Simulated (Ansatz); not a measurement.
**C5H15AsSi: molecular dynamics (part 1 of 3)**

C5H15AsSi, SMILES C[As]([SiH3])C(C)(C)C, computed with RKS PBE-d4/6-31G* (Ansatz 0.2.0).

The geometry comes from this level: PBE0-D4/def2-TZVP. Figures and captions count atoms from 1; the log counts them from 0 in places.

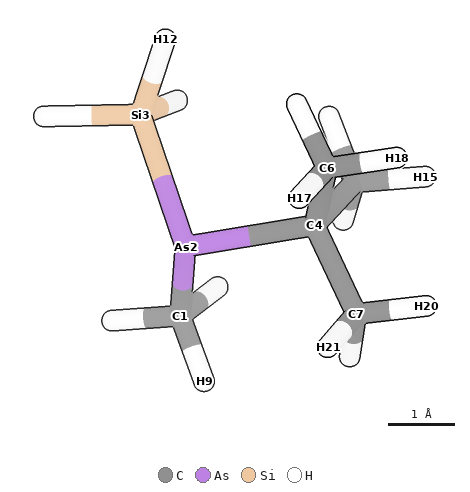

*The input geometry (stick view, seen at a tilt; atoms are numbered from 1 in the order of the input).*

Bond lengths as drawn: As–C 1.98 to 2.01 Å, As–Si 2.36 Å, C–C 1.52 Å, C–H 1.09 to 1.10 Å and H–Si 1.49 Å.

Input
```yaml
crystal:
  periodic: [false, false, false]
  atoms:
    - {symbol: C, position_ang: [1.815374, -0.291432, -1.546984]}
    - {symbol: As, position_ang: [1.400545, -0.027558, 0.365984]}
    - {symbol: Si, position_ang: [0.962842, -2.300812, 0.823265]}
    - {symbol: C, position_ang: [-0.480034, 0.687235, 0.255234]}
    - {symbol: C, position_ang: [-1.442437, -0.213583, -0.498439]}
    - {symbol: C, position_ang: [-0.947610, 0.871730, 1.692415]}
    - {symbol: C, position_ang: [-0.383261, 2.041535, -0.435205]}
    - {symbol: H, position_ang: [1.027278, -0.819474, -2.083968]}
    - {symbol: H, position_ang: [1.984905, 0.681938, -2.008052]}
    - {symbol: H, position_ang: [2.739643, -0.866516, -1.618202]}
    - {symbol: H, position_ang: [2.267894, -2.987982, 1.022512]}
    - {symbol: H, position_ang: [0.166463, -2.439201, 2.073342]}
    - {symbol: H, position_ang: [0.240213, -2.998129, -0.278110]}
    - {symbol: H, position_ang: [-1.105720, -0.417135, -1.517400]}
    - {symbol: H, position_ang: [-2.424435, 0.269940, -0.570632]}
    - {symbol: H, position_ang: [-1.588476, -1.171250, 0.007151]}
    - {symbol: H, position_ang: [-0.273659, 1.524487, 2.253047]}
    - {symbol: H, position_ang: [-1.944299, 1.327428, 1.705780]}
    - {symbol: H, position_ang: [-1.013445, -0.081672, 2.223145]}
    - {symbol: H, position_ang: [-1.364041, 2.531213, -0.432541]}
    - {symbol: H, position_ang: [0.322062, 2.704097, 0.073452]}
    - {symbol: H, position_ang: [-0.069202, 1.945041, -1.477394]}
basis:
  gaussian: {orbitals: "6-31G*"}
hamiltonian: {xc: {name: PBE}, dispersion: d4}
md: {timestep: 0.5 fs, n_steps: 30, ensemble: nve, temperature: 500, initial_velocities: maxwell_boltzmann, seed: 683}
```

Hardware: 5 CPU threads, shared host.

Run as:
```bash
ansatz run in.yaml --threads 5 --pin off --events-out ev --progress --plain --max-ram 66560MiB --backend cpu
```

What the program printed
```
Functional definition: PBE
  name "PBE"
  cite "Perdew, Burke & Ernzerhof, Phys. Rev. Lett. 77, 3865 (1996) doi:10.1103/PhysRevLett.77.3865"
  parent pbe
  parameter kappa = 0.804
  parameter beta = 0.06672455060314922
  exchange = pbe_x(kappa = kappa, mu = beta*pi^2/3)
  correlation = pbe_c(beta = beta)
2080 factors; their error is unknown
mean field evaluation 1: about -74103.1376 eV, gradient 8.3e1 eV
mean field evaluation 2: about -74074.0485 eV, gradient 1.3e2 eV
mean field evaluation 4: about -74119.5181 eV, gradient 9.6e0 eV
mean field evaluation 8: about -74119.7374 eV, gradient 2.1e-1 eV
mean field evaluation 16: about -74119.5654 eV, gradient 2.8e-3 eV
mean field -74119.56541760 eV, -2723.8437890508 hartree, gradient 1.9e-5 eV, S^2 0.000000; 0 other end points of the search recorded, 0 dependent functions left out
the calculation of the forces begins
reference -74119.56545497 eV, -2723.8437904241 hartree; 46, 46 occupied and 113, 113 virtual orbitals, 2080 factors
md step     0: t =     0.00 fs  T =   500.0 K  F+E_penalty+E_count = -74120.22259628 eV  E_kin = 1.292600 eV  conserved = -74118.92999629 eV  (31 SCF iters)
these checks for a lower state are left out or cut short: starts, cluster_reference, orbital_swaps, neighbouring_geometries, increment
2080 factors; their error is unknown
mean field -74119.53640496 eV, -2723.8427228561 hartree, gradient 8.3e-6 eV, S^2 0.000000; 0 other end points of the search recorded, 0 dependent functions left out
the calculation of the forces begins
reference -74119.53644233 eV, -2723.8427242296 hartree; 46, 46 occupied and 113, 113 virtual orbitals, 2080 factors
md step     1: t =     0.50 fs  T =   489.0 K  F+E_penalty+E_count = -74120.19364486 eV  E_kin = 1.264099 eV  conserved = -74118.92954572 eV  (32 SCF iters, 3 dispersion substeps)
[... from here on the SCF iterations and repeated set-up lines of each step are left out, up to the last step ...]
md step     2: t =     1.00 fs  T =   465.3 K  F+E_penalty+E_count = -74120.13139949 eV  E_kin = 1.202893 eV  conserved = -74118.92850636 eV  (32 SCF iters, 3 dispersion substeps)
md step     3: t =     1.50 fs  T =   435.1 K  F+E_penalty+E_count = -74120.05218287 eV  E_kin = 1.124909 eV  conserved = -74118.92727362 eV  (32 SCF iters, 3 dispersion substeps)
md step     4: t =     2.00 fs  T =   405.7 K  F+E_penalty+E_count = -74119.97520834 eV  E_kin = 1.048874 eV  conserved = -74118.92633441 eV  (32 SCF iters, 3 dispersion substeps)
md step     5: t =     2.50 fs  T =   382.6 K  F+E_penalty+E_count = -74119.91515036 eV  E_kin = 0.989125 eV  conserved = -74118.92602579 eV  (33 SCF iters, 3 dispersion substeps)
md step     6: t =     3.00 fs  T =   367.8 K  F+E_penalty+E_count = -74119.87706642 eV  E_kin = 0.950725 eV  conserved = -74118.92634172 eV  (33 SCF iters, 3 dispersion substeps)
md step     7: t =     3.50 fs  T =   359.5 K  F+E_penalty+E_count = -74119.85636201 eV  E_kin = 0.929380 eV  conserved = -74118.92698175 eV  (33 SCF iters, 3 dispersion substeps)
md step     8: t =     4.00 fs  T =   354.2 K  F+E_penalty+E_count = -74119.84318356 eV  E_kin = 0.915604 eV  conserved = -74118.92758006 eV  (33 SCF iters, 3 dispersion substeps)
md step     9: t =     4.50 fs  T =   348.2 K  F+E_penalty+E_count = -74119.82795202 eV  E_kin = 0.900038 eV  conserved = -74118.92791403 eV  (33 SCF iters, 3 dispersion substeps)
md step    10: t =     5.00 fs  T =   339.2 K  F+E_penalty+E_count = -74119.80491513 eV  E_kin = 0.876955 eV  conserved = -74118.92795976 eV  (33 SCF iters, 3 dispersion substeps)
md step    11: t =     5.50 fs  T =   326.9 K  F+E_penalty+E_count = -74119.77279164 eV  E_kin = 0.844981 eV  conserved = -74118.92781015 eV  (32 SCF iters, 3 dispersion substeps)
md step    12: t =     6.00 fs  T =   311.8 K  F+E_penalty+E_count = -74119.73356001 eV  E_kin = 0.805990 eV  conserved = -74118.92756989 eV  (32 SCF iters, 3 dispersion substeps)
md step    13: t =     6.50 fs  T =   295.4 K  F+E_penalty+E_count = -74119.69095746 eV  E_kin = 0.763672 eV  conserved = -74118.92728576 eV  (32 SCF iters, 3 dispersion substeps)
md step    14: t =     7.00 fs  T =   279.6 K  F+E_penalty+E_count = -74119.64971043 eV  E_kin = 0.722765 eV  conserved = -74118.92694585 eV  (32 SCF iters, 3 dispersion substeps)
md step    15: t =     7.50 fs  T =   266.5 K  F+E_penalty+E_count = -74119.61552655 eV  E_kin = 0.688982 eV  conserved = -74118.92654501 eV  (32 SCF iters, 3 dispersion substeps)
md step    16: t =     8.00 fs  T =   258.7 K  F+E_penalty+E_count = -74119.59497001 eV  E_kin = 0.668811 eV  conserved = -74118.92615910 eV  (32 SCF iters, 3 dispersion substeps)
md step    17: t =     8.50 fs  T =   258.4 K  F+E_penalty+E_count = -74119.59410186 eV  E_kin = 0.668122 eV  conserved = -74118.92597965 eV  (32 SCF iters, 3 dispersion substeps)
md step    18: t =     9.00 fs  T =   266.6 K  F+E_penalty+E_count = -74119.61553448 eV  E_kin = 0.689312 eV  conserved = -74118.92622292 eV  (32 SCF iters, 3 dispersion substeps)
md step    19: t =     9.50 fs  T =   281.7 K  F+E_penalty+E_count = -74119.65530026 eV  E_kin = 0.728350 eV  conserved = -74118.92695063 eV  (30 SCF iters, 3 dispersion substeps)
md step    20: t =    10.00 fs  T =   299.5 K  F+E_penalty+E_count = -74119.70210545 eV  E_kin = 0.774147 eV  conserved = -74118.92795858 eV  (32 SCF iters, 3 dispersion substeps)
md step    21: t =    10.50 fs  T =   314.0 K  F+E_penalty+E_count = -74119.74052792 eV  E_kin = 0.811679 eV  conserved = -74118.92884919 eV  (32 SCF iters, 3 dispersion substeps)
md step    22: t =    11.00 fs  T =   320.2 K  F+E_penalty+E_count = -74119.75705388 eV  E_kin = 0.827814 eV  conserved = -74118.92923939 eV  (32 SCF iters, 3 dispersion substeps)
md step    23: t =    11.50 fs  T =   316.0 K  F+E_penalty+E_count = -74119.74589318 eV  E_kin = 0.816943 eV  conserved = -74118.92895048 eV  (32 SCF iters, 3 dispersion substeps)
md step    24: t =    12.00 fs  T =   303.1 K  F+E_penalty+E_count = -74119.71167744 eV  E_kin = 0.783582 eV  conserved = -74118.92809579 eV  (33 SCF iters, 3 dispersion substeps)
md step    25: t =    12.50 fs  T =   286.5 K  F+E_penalty+E_count = -74119.66766701 eV  E_kin = 0.740616 eV  conserved = -74118.92705076 eV  (33 SCF iters, 3 dispersion substeps)
md step    26: t =    13.00 fs  T =   272.2 K  F+E_penalty+E_count = -74119.62997193 eV  E_kin = 0.703679 eV  conserved = -74118.92629330 eV  (33 SCF iters, 3 dispersion substeps)
md step    27: t =    13.50 fs  T =   264.6 K  F+E_penalty+E_count = -74119.61026718 eV  E_kin = 0.684111 eV  conserved = -74118.92615659 eV  (33 SCF iters, 3 dispersion substeps)
md step    28: t =    14.00 fs  T =   264.6 K  F+E_penalty+E_count = -74119.61076724 eV  E_kin = 0.684138 eV  conserved = -74118.92662884 eV  (33 SCF iters, 3 dispersion substeps)
md step    29: t =    14.50 fs  T =   269.6 K  F+E_penalty+E_count = -74119.62432575 eV  E_kin = 0.696940 eV  conserved = -74118.92738580 eV  (33 SCF iters, 3 dispersion substeps)
these checks for a lower state are left out or cut short: starts, cluster_reference, orbital_swaps, neighbouring_geometries, increment
2080 factors; their error is unknown
mean field -74118.99442768 eV, -2723.8228055583 hartree, gradient 1.0e-5 eV, S^2 0.000000; 0 other end points of the search recorded, 0 dependent functions left out
the calculation of the forces begins
reference -74118.99446563 eV, -2723.8228069530 hartree; 46, 46 occupied and 113, 113 virtual orbitals, 2080 factors
2080 factors; their error is unknown
mean field evaluation 256: about -74118.9941 eV, gradient 4.8e-1 eV
mean field -74118.99442768 eV, -2723.8228055583 hartree, gradient 1.0e-5 eV, S^2 0.000000; 1 other end points of the search recorded, 0 dependent functions left out
the calculation of the forces begins
reference -74118.99446563 eV, -2723.8228069530 hartree; 46, 46 occupied and 113, 113 virtual orbitals, 2080 factors
md step    30: t =    15.00 fs  T =   275.1 K  F+E_penalty+E_count = -74119.63919609 eV  E_kin = 0.711165 eV  conserved = -74118.92803147 eV  (52 SCF iters, 3 dispersion substeps)
```

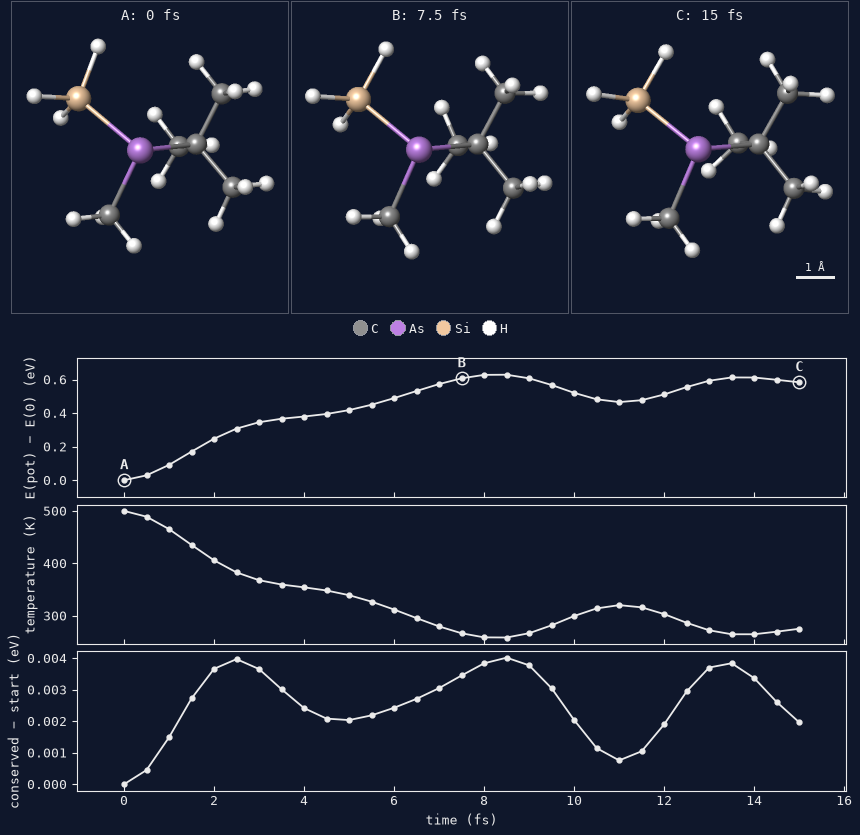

*Frames of the molecular dynamics (ball-and-stick, seen at a tilt) above the curves, on which the letters mark them.*

The trajectory kept here has 31 frames over 15 fs. The temperature starts at 500 K, ranges from 258 to 500 K and averages 282 K over the second half. The potential energy ends 0.583 eV above its first value. The conserved quantity stays within 0.004 eV. After an unweighted best fit of the last frame on the first, the root-mean-square displacement is 0.21 Å, and H19 has moved furthest (0.44 Å).

```
Total energy: -74119.63923404 eV, -2723.8465017551 hartree
Atom 0 at     1.891741    -0.233013    -1.602093 Å, force    -0.033281    -0.855117     0.482551 eV/Å
Atom 1 at     1.363905    -0.091172     0.359643 Å, force     1.197510     2.464507    -0.424146 eV/Å
Atom 2 at     1.041798    -2.263537     0.801837 Å, force    -0.576753    -0.937171    -0.246282 eV/Å
Atom 3 at    -0.498230     0.747487     0.272910 Å, force    -0.565984    -0.722879     0.222980 eV/Å
Atom 4 at    -1.449422    -0.259969    -0.429870 Å, force     0.001810    -0.507261     0.255481 eV/Å
Atom 5 at    -1.027204     0.991260     1.729995 Å, force    -0.228483    -1.305266     0.369237 eV/Å
Atom 6 at    -0.343639     2.103906    -0.432030 Å, force    -1.590668    -0.284516    -0.664816 eV/Å
Atom 7 at     1.163690    -0.840558    -2.174215 Å, force     0.066024     0.251459    -0.012041 eV/Å
Atom 8 at     2.094656     0.725242    -2.092607 Å, force    -0.144859     0.201605     0.123459 eV/Å
Atom 9 at     2.841744    -0.806018    -1.562093 Å, force    -0.141293     0.144236    -0.107674 eV/Å
Atom 10 at     2.303464    -2.987736     1.088091 Å, force     0.288273    -0.083379     0.094967 eV/Å
Atom 11 at     0.215274    -2.159290     2.029713 Å, force    -0.277311    -0.410036     0.272306 eV/Å
Atom 12 at     0.371056    -2.947864    -0.357563 Å, force    -0.165710    -0.285207     0.173031 eV/Å
Atom 13 at    -1.056950    -0.744074    -1.342175 Å, force     0.193512     0.583983    -0.290747 eV/Å
Atom 14 at    -2.422271     0.223057    -0.690907 Å, force     0.144815    -0.360316     0.250895 eV/Å
Atom 15 at    -1.582327    -1.180828     0.221979 Å, force    -0.373265     1.005785    -0.205610 eV/Å
Atom 16 at    -0.253127     1.363155     2.428573 Å, force     0.137715    -0.126565    -0.177066 eV/Å
Atom 17 at    -1.813235     1.773353     1.746988 Å, force    -0.125580    -0.265170    -0.197644 eV/Å
Atom 18 at    -1.466045     0.008031     2.185276 Å, force     0.643281     1.516796    -0.647185 eV/Å
Atom 19 at    -1.358787     2.555267    -0.666913 Å, force     0.538266    -0.348521     0.500636 eV/Å
Atom 20 at     0.192433     2.799970     0.183777 Å, force     0.534118     0.666127     0.585970 eV/Å
Atom 21 at     0.125470     2.081933    -1.414056 Å, force     0.477865    -0.343094    -0.358302 eV/Å
Dipole moment:    -0.192571     0.062848    -0.204819 e Å
```

Trajectory as extended XYZ (Å, eV, eV/Å), 22 of the 31 frames kept, from step=0 to step=30
```
22
Properties=species:S:1:pos:R:3:forces:R:3 step=0 time_fs=0.0 energy=-74120.22260 temperature=500.0
C     1.8154   -0.2914   -1.5470   -0.0230  -0.0295  -0.0174
As    1.4005   -0.0276    0.3660    0.4093   0.1759   0.4181
Si    0.9628   -2.3008    0.8233    0.0065   0.1097  -0.0399
C    -0.4800    0.6872    0.2552   -0.0681  -0.0399  -0.0311
C    -1.4424   -0.2136   -0.4984    0.0159   0.0033   0.0030
C    -0.9476    0.8717    1.6924    0.0308  -0.0134   0.0045
C    -0.3833    2.0415   -0.4352    0.0369  -0.0149   0.0020
H     1.0273   -0.8195   -2.0840   -0.2604  -0.1733  -0.2075
H     1.9849    0.6819   -2.0081    0.0505   0.3260  -0.1616
H     2.7396   -0.8665   -1.6182    0.3048  -0.1890  -0.0390
H     2.2679   -2.9880    1.0225    0.2061  -0.1507   0.0438
H     0.1665   -2.4392    2.0733   -0.1322  -0.0569   0.2140
H     0.2402   -2.9981   -0.2781   -0.1265  -0.1630  -0.1753
H    -1.1057   -0.4171   -1.5174    0.1016  -0.0858  -0.3587
H    -2.4244    0.2699   -0.5706   -0.3418   0.1452  -0.0378
H    -1.5885   -1.1712    0.0072   -0.0685  -0.3335   0.1591
H    -0.2737    1.5245    2.2530    0.2135   0.2234   0.2119
H    -1.9443    1.3274    1.7058   -0.3378   0.1545   0.0247
H    -1.0134   -0.0817    2.2231   -0.0352  -0.3105   0.1996
H    -1.3640    2.5312   -0.4325   -0.3210   0.1829  -0.0066
H     0.3221    2.7041    0.0735    0.2313   0.2496   0.1582
H    -0.0692    1.9450   -1.4774    0.1073  -0.0101  -0.3639
22
Properties=species:S:1:pos:R:3:forces:R:3 step=1 time_fs=0.5 energy=-74120.19365 temperature=489.0
C     1.8180   -0.2877   -1.5487   -0.0675  -0.3271   0.0802
As    1.3990   -0.0302    0.3657    0.4300   0.2834   0.3965
Si    0.9652   -2.2993    0.8224    0.1879   0.1480   0.1185
C    -0.4826    0.6889    0.2553    0.0609   0.0040   0.0025
C    -1.4398   -0.2155   -0.4988   -0.2231  -0.0053   0.3728
C    -0.9490    0.8788    1.6947   -0.0639  -0.7499   0.0687
C    -0.3801    2.0445   -0.4362   -0.6704  -0.3262   0.1191
H     1.0313   -0.8206   -2.0852   -0.2315  -0.1662  -0.1919
H     1.9886    0.6739   -2.0168    0.0905   0.5662  -0.2331
H     2.7425   -0.8658   -1.6109    0.2727  -0.1715  -0.0523
H     2.2754   -2.9902    1.0221    0.1058  -0.0976   0.0432
H     0.1692   -2.4185    2.0762   -0.1247  -0.0892   0.1795
H     0.2554   -2.9843   -0.2799   -0.2439  -0.2756  -0.2992
H    -1.1084   -0.4219   -1.5133    0.1584  -0.1729  -0.4803
H    -2.4272    0.2627   -0.5657   -0.2800   0.1676  -0.0768
H    -1.5963   -1.1618    0.0343    0.0087  -0.2694  -0.0033
H    -0.2722    1.5145    2.2623    0.2933   0.3116   0.2753
H    -1.9420    1.3348    1.6993   -0.4202   0.2376   0.0617
H    -1.0341   -0.0957    2.2231    0.0284   0.2128  -0.0532
H    -1.3724    2.5269   -0.4278   -0.1017   0.1097  -0.0847
H     0.3061    2.6981    0.0722    0.6335   0.6269   0.4608
H    -0.0583    1.9464   -1.4652    0.1568  -0.0170  -0.7040
```
